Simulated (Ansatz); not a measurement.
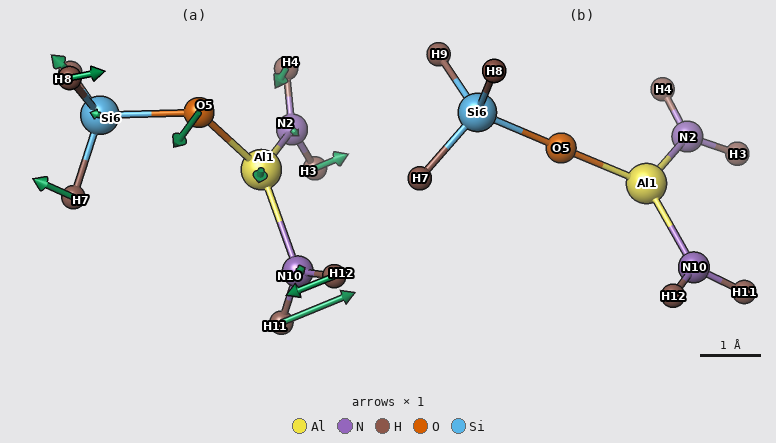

The structure of AlSiN2H7O before (left) and after (right) a relaxation, at one scale. The green arrows give the displacements, at their true length.

Style: ball-and-stick. Shown from a free direction.

The run prepares the start of a later molecular dynamics calculation, from a guessed geometry.

Computed with RKS PBE0/6-31G (Ansatz). Set-up: no spin polarisation; force threshold 0.02 eV/Å; at most 40 steps.

> Summarise the run.

H11 moves most after the best rigid fit: 1.37 Å. Largest moves by element: H 1.37 Å, O 0.97 Å, Al 0.35 Å, Si 0.19 Å, N 0.18 Å. Some distances before and after: Al1–N10 1.920 → 1.789 Å, Al1–O5 1.780 → 1.709 Å, N10–H11 1.060 → 1.009 Å, Si6–H7 1.460 → 1.508 Å. Among the angles between lasting bonds that change: Al1–O5–Si6 125.0° → 179.6°, H11–N10–H12 120.0° → 111.9°, Al1–N10–H11 120.0° → 124.7°. Groups turn about Al1–N10 by about 65°. Over 12 accepted moves (13 points after the start) the energy falls by 1.236 eV. The largest force component goes from 2 to 0.014 eV/Å. The line search rejected the trial step at point 10 of the run. The forces were under the threshold at step 9, but the run went on from there.

Limits of the set-up: the basis has no polarisation functions, which atoms past neon need.
